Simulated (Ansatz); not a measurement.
## Run report: C₂H₂BrN, molecular dynamics (part 2 of 2)

Continued. System: C₂H₂BrN, SMILES N=C=CBr. Method: RKS BLYP-d3bjatm/6-31G* (Ansatz 0.2.0). The geometry comes from this level: PBE0-D4/def2-TZVP.

Geometry of the input (Å):
```
N  1.1513  0.2266  -1.1661
C  0.3498  0.1216  -0.2569
C  -0.4046  -0.0294  0.7966
Br -1.2319  -1.6803  1.1542
H  0.7784  0.5256  -2.0658
H  -0.6009  0.7717  1.4919
```

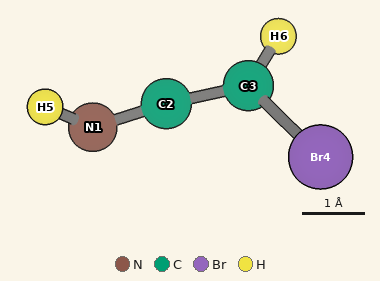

**Figure 1.** The geometry at step 19 of the log (ball-and-stick view, seen at a tilt; atoms are numbered from 1 in the order of the input).

Trajectory as extended XYZ, continued
```
6
Properties=species:S:1:pos:R:3:forces:R:3 step=8 time_fs=16.0 energy=-73632.67438 temperature=285.4
N     1.1422    0.2059   -1.2489    0.3783  -0.2447   0.9669
C     0.4414    0.1138   -0.2263   -1.2015   0.3866   0.5100
C    -0.4148    0.0457    0.8076    0.9537  -0.6826  -0.7828
Br   -1.2396   -1.6960    1.1758    0.0288   0.2415  -0.0520
H     0.6387    0.5696   -2.0563   -0.2728   0.1345  -0.6111
H    -0.5616    0.7732    1.5975    0.1135   0.1647  -0.0310
6
Properties=species:S:1:pos:R:3:forces:R:3 step=9 time_fs=18.0 energy=-73632.63635 temperature=249.5
N     1.1420    0.2039   -1.2420    1.1441  -0.1267  -0.3581
C     0.4493    0.1249   -0.2368   -1.8997   0.0328   2.0459
C    -0.4028    0.0515    0.7941    0.7968  -1.2105  -0.9464
Br   -1.2417   -1.7000    1.1788    0.1531   0.4149  -0.1481
H     0.5926    0.5524   -2.0195   -0.2009   0.2651  -1.0092
H    -0.5267    0.7447    1.5949    0.0066   0.6244   0.4159
6
Properties=species:S:1:pos:R:3:forces:R:3 step=10 time_fs=20.0 energy=-73632.60228 temperature=246.4
N     1.1462    0.2008   -1.2339    0.7218   0.3994  -2.2771
C     0.4503    0.1350   -0.2406   -1.7841  -0.1686   2.2733
C    -0.3893    0.0546    0.7768    0.1286  -1.1667   0.0923
Br   -1.2437   -1.7039    1.1813    0.2581   0.5523  -0.2285
H     0.5309    0.5381   -2.0173    0.6997  -0.1265  -0.0973
H    -0.4938    0.7321    1.6008   -0.0242   0.5101   0.2373
6
Properties=species:S:1:pos:R:3:forces:R:3 step=11 time_fs=22.0 energy=-73632.54145 temperature=172.8
N     1.1513    0.1997   -1.2300    0.0893   0.5195  -2.5699
C     0.4448    0.1430   -0.2372   -0.5127  -0.1864   0.7335
C    -0.3735    0.0558    0.7595   -1.0370  -0.7200   2.2707
Br   -1.2454   -1.7075    1.1830    0.3450   0.6714  -0.2809
H     0.4936    0.5151   -2.0175    1.1560  -0.2263   0.3102
H    -0.4584    0.7392    1.6146   -0.0405  -0.0583  -0.4636
6
Properties=species:S:1:pos:R:3:forces:R:3 step=12 time_fs=24.0 energy=-73632.49707 temperature=112.5
N     1.1551    0.2002   -1.2315   -0.1123   0.2524  -1.4953
C     0.4376    0.1511   -0.2319    0.9872  -0.1657  -1.2566
C    -0.3611    0.0562    0.7504   -1.9733  -0.5992   3.7838
Br   -1.2470   -1.7103    1.1849    0.4128   0.7751  -0.2961
H     0.5001    0.4820   -2.0095    0.8499   0.0188  -0.0970
H    -0.4195    0.7490    1.6125   -0.1642  -0.2814  -0.6387
6
Properties=species:S:1:pos:R:3:forces:R:3 step=13 time_fs=26.0 energy=-73632.50411 temperature=128.5
N     1.1575    0.2003   -1.2356    0.2329  -0.0920  -0.2760
C     0.4347    0.1606   -0.2317    1.4041  -0.2522  -1.9732
C    -0.3542    0.0565    0.7542   -1.9549  -1.1022   3.1759
Br   -1.2487   -1.7123    1.1866    0.4738   0.8728  -0.2845
H     0.5358    0.4499   -2.0123    0.1915   0.3406  -0.8266
H    -0.3853    0.7468    1.5835   -0.3475   0.2330   0.1844
6
Properties=species:S:1:pos:R:3:forces:R:3 step=14 time_fs=28.0 energy=-73632.55236 temperature=180.3
N     1.1598    0.2002   -1.2394    0.3402  -0.1017  -0.3695
C     0.4381    0.1710   -0.2377    0.6147  -0.4168  -1.2645
C    -0.3516    0.0558    0.7665   -1.2071  -1.5431   1.4954
Br   -1.2502   -1.7139    1.1874    0.5331   0.9698  -0.2659
H     0.5780    0.4354   -2.0531    0.1615   0.3203  -0.5873
H    -0.3689    0.7521    1.5591   -0.4423   0.7715   0.9919
6
Properties=species:S:1:pos:R:3:forces:R:3 step=15 time_fs=30.0 energy=-73632.62086 temperature=217.1
N     1.1627    0.1997   -1.2431    0.1534   0.1265  -1.4147
C     0.4444    0.1808   -0.2452   -0.4909  -0.5593  -0.1842
C    -0.3522    0.0518    0.7807   -0.4004  -0.7322   0.9984
Br   -1.2518   -1.7149    1.1878    0.5727   1.0265  -0.2536
H     0.6229    0.4369   -2.1217    0.5669   0.0524   0.5429
H    -0.3711    0.7830    1.5753   -0.4017   0.0860   0.3112
6
Properties=species:S:1:pos:R:3:forces:R:3 step=16 time_fs=32.0 energy=-73632.62589 temperature=228.1
N     1.1652    0.2003   -1.2503    0.2696   0.1558  -1.4249
C     0.4487    0.1884   -0.2523   -1.2724  -0.6584   0.6064
C    -0.3534    0.0459    0.7969    0.2666   0.2518   0.7474
Br   -1.2533   -1.7148    1.1885    0.5814   1.0299  -0.2418
H     0.6846    0.4437   -2.1665    0.4417  -0.0162   0.8768
H    -0.3881    0.8161    1.6051   -0.2870  -0.7628  -0.5639
6
Properties=species:S:1:pos:R:3:forces:R:3 step=17 time_fs=34.0 energy=-73632.62817 temperature=243.7
N     1.1686    0.2025   -1.2622    0.4812  -0.0909   0.1091
C     0.4493    0.1925   -0.2584   -1.5239  -0.6847   0.8394
C    -0.3526    0.0422    0.8164    0.7933   0.5300  -0.0761
Br   -1.2547   -1.7132    1.1896    0.5621   1.0004  -0.2262
H     0.7589    0.4558   -2.1745   -0.1543   0.1824   0.0830
H    -0.4167    0.8284    1.6177   -0.1583  -0.9371  -0.7292
6
Properties=species:S:1:pos:R:3:forces:R:3 step=18 time_fs=36.0 energy=-73632.61681 temperature=247.0
N     1.1741    0.2047   -1.2730    0.3060  -0.3088   1.6570
C     0.4459    0.1921   -0.2619   -1.3192  -0.5779   0.4765
C    -0.3483    0.0417    0.8363    1.1582  -0.1550  -1.4552
Br   -1.2555   -1.7105    1.1905    0.5239   0.9523  -0.2087
H     0.8289    0.4782   -2.1864   -0.5509   0.3157  -0.4491
H    -0.4522    0.8119    1.6021   -0.1180  -0.2264  -0.0205
6
Properties=species:S:1:pos:R:3:forces:R:3 step=19 time_fs=38.0 energy=-73632.57523 temperature=233.9
N     1.1795    0.2070   -1.2783   -0.3058  -0.0740   1.5063
C     0.4383    0.1869   -0.2640   -0.9258  -0.3339  -0.1002
C    -0.3400    0.0409    0.8514    1.3183  -1.1261  -2.5756
Br   -1.2552   -1.7068    1.1910    0.4712   0.8652  -0.1969
H     0.8794    0.5178   -2.2238   -0.3957  -0.0363   0.5568
H    -0.4976    0.7885    1.5821   -0.1622   0.7051   0.8096
6
Properties=species:S:1:pos:R:3:forces:R:3 step=20 time_fs=40.0 energy=-73632.55783 temperature=195.9
N     1.1839    0.2097   -1.2805   -0.6928   0.1429   1.3576
C     0.4288    0.1801   -0.2664   -0.4700  -0.0848  -0.6147
C    -0.3277    0.0344    0.8592    0.9901  -0.7134  -1.9999
Br   -1.2538   -1.7021    1.1911    0.4063   0.7103  -0.1974
H     0.9085    0.5592   -2.2431   -0.3274  -0.3446   1.2234
H    -0.5506    0.7876    1.5938    0.0938   0.2895   0.2310
6
Properties=species:S:1:pos:R:3:forces:R:3 step=21 time_fs=42.0 energy=-73632.56953 temperature=191.6
N     1.1870    0.2128   -1.2805   -0.6871  -0.0382   2.1226
C     0.4200    0.1727   -0.2705   -0.0705   0.0935  -0.8693
C    -0.3132    0.0247    0.8613    0.4112   0.0166  -0.9769
Br   -1.2520   -1.6976    1.1912    0.3418   0.5328  -0.2077
H     0.9225    0.5887   -2.2138   -0.5096  -0.2004   0.5659
H    -0.5942    0.7885    1.6163    0.5143  -0.4043  -0.6346
6
Properties=species:S:1:pos:R:3:forces:R:3 step=22 time_fs=44.0 energy=-73632.59198 temperature=222.0
N     1.1884    0.2156   -1.2748   -0.3057  -0.4477   2.9285
C     0.4117    0.1661   -0.2785   -0.0009   0.1485  -0.4812
C    -0.2976    0.0160    0.8626    0.1482   0.0002  -0.8113
Br   -1.2503   -1.6933    1.1910    0.2883   0.3953  -0.2119
H     0.9149    0.6126   -2.1590   -0.7621   0.2463  -0.7427
H    -0.6119    0.7728    1.6127    0.6322  -0.3427  -0.6814
6
Properties=species:S:1:pos:R:3:forces:R:3 step=23 time_fs=46.0 energy=-73632.66238 temperature=311.7
N     1.1895    0.2163   -1.2601   -0.1450  -0.0323   1.4030
C     0.4029    0.1622   -0.2881   -0.3249   0.0462   0.5143
C    -0.2822    0.0073    0.8647    0.2807  -0.6611  -1.4496
Br   -1.2483   -1.6892    1.1905    0.2428   0.3080  -0.1970
H     0.8687    0.6450   -2.1318   -0.4046  -0.0482  -0.3179
H    -0.5973    0.7471    1.5844    0.3509   0.3875   0.0472
6
Properties=species:S:1:pos:R:3:forces:R:3 step=24 time_fs=48.0 energy=-73632.67657 temperature=325.0
N     1.1900    0.2153   -1.2412   -0.2779   0.7293  -0.7374
C     0.3928    0.1600   -0.2928   -0.4797  -0.1114   1.1568
C    -0.2663   -0.0027    0.8628    0.1287  -1.0099  -1.4673
Br   -1.2458   -1.6847    1.1891    0.2077   0.2585  -0.1654
H     0.7996    0.6742   -2.1183    0.2931  -0.6500   0.6857
H    -0.5688    0.7407    1.5591    0.1280   0.7835   0.5275
6
Properties=species:S:1:pos:R:3:forces:R:3 step=25 time_fs=50.0 energy=-73632.69042 temperature=363.5
N     1.1887    0.2169   -1.2256   -0.3053   0.8908  -1.2817
C     0.3808    0.1572   -0.2917   -0.0763  -0.2313   0.9268
C    -0.2493   -0.0175    0.8577   -0.6554  -0.2066  -0.0257
Br   -1.2422   -1.6800    1.1870    0.1603   0.1924  -0.1169
H     0.7463    0.6821   -2.0778    0.5519  -0.6547   0.5213
H    -0.5409    0.7675    1.5546    0.3248   0.0095  -0.0238
6
Properties=species:S:1:pos:R:3:forces:R:3 step=26 time_fs=52.0 energy=-73632.66615 temperature=327.1
N     1.1862    0.2218   -1.2149   -0.0169   0.3554  -0.2484
C     0.3687    0.1531   -0.2865    0.7249  -0.2951   0.0958
C    -0.2339   -0.0361    0.8535   -1.3146   0.4355   1.3336
Br   -1.2377   -1.6756    1.1848    0.0842   0.0813  -0.0484
H     0.7220    0.6666   -2.0151    0.1427   0.0085  -0.7873
H    -0.4979    0.7880    1.5510    0.3798  -0.5856  -0.3454
6
Properties=species:S:1:pos:R:3:forces:R:3 step=27 time_fs=54.0 energy=-73632.60790 temperature=269.1
N     1.1831    0.2269   -1.2068    0.1387  -0.0559   0.5211
C     0.3594    0.1473   -0.2798    1.5111  -0.2792  -0.9215
C    -0.2220   -0.0537    0.8509   -1.6015   0.3397   1.9665
Br   -1.2326   -1.6715    1.1823   -0.0085  -0.0581   0.0347
H     0.7050    0.6491   -1.9829   -0.2000   0.4744  -1.5992
H    -0.4405    0.7816    1.5338    0.1602  -0.4209  -0.0016
6
Properties=species:S:1:pos:R:3:forces:R:3 step=28 time_fs=56.0 energy=-73632.60520 temperature=288.2
N     1.1796    0.2309   -1.1974   -0.4342   0.4709  -0.8364
C     0.3527    0.1407   -0.2771    1.6630  -0.2575  -1.2790
C    -0.2146   -0.0700    0.8532   -1.4262  -0.1846   1.6087
Br   -1.2262   -1.6671    1.1806   -0.1317  -0.2456   0.1290
H     0.6826    0.6489   -2.0113    0.4697  -0.0669  -0.3628
H    -0.3813    0.7567    1.5148   -0.1406   0.2836   0.7405
6
Properties=species:S:1:pos:R:3:forces:R:3 step=29 time_fs=58.0 energy=-73632.58073 temperature=279.7
N     1.1762    0.2368   -1.1897   -0.5389   0.7918  -2.1797
C     0.3494    0.1348   -0.2809    1.0724  -0.3270  -0.5165
C    -0.2120   -0.0863    0.8604   -0.8992  -0.1391   0.7834
Br   -1.2193   -1.6622    1.1795   -0.2971  -0.4994   0.2256
H     0.6760    0.6461   -2.0505    0.9263  -0.4053   0.6486
H    -0.3252    0.7350    1.5233   -0.2635   0.5789   1.0387
6
Properties=species:S:1:pos:R:3:forces:R:3 step=30 time_fs=60.0 energy=-73632.61802 temperature=322.8
N     1.1745    0.2487   -1.1885   -0.0306   0.4853  -2.1245
C     0.3502    0.1275   -0.2874    0.3669  -0.3898   0.5711
C    -0.2118   -0.1040    0.8687   -0.3038   1.2184   0.6760
Br   -1.2127   -1.6578    1.1779   -0.5031  -0.8178   0.3201
H     0.7025    0.6302   -2.0575    0.6694  -0.1274   0.3740
H    -0.2774    0.7384    1.5682   -0.1988  -0.3686   0.1832
```

Key numbers

- outcome: finished
- mean temperature over the second half: 267 K
- trajectory: 30 steps, 60 fs
- ensemble: nvt_langevin
- temperature in the input: 300 K
- time step: 2 fs
- potential energy (last step): −73632.6183 eV
- mean-field energy (last step): −73632.3527 eV
- dispersion energy (last step): −0.2655 eV
- SCF solution under orbital rotations (last step): stable
- largest force (length of the vector) (last step): 2.179 eV/Å
- dipole moment (last step): 1.89 D
- hardware: 2 threads of Intel Xeon @ 2.50GHz, 11 GiB of memory available, shared host
- wall time: 59 s (CPU time 1.9 min)
- peak memory: 0.37 GiB

Remarks

So short a trajectory is not equilibrated. The logged temperature at the start can lie below the typed one, since it is counted over all degrees of freedom.
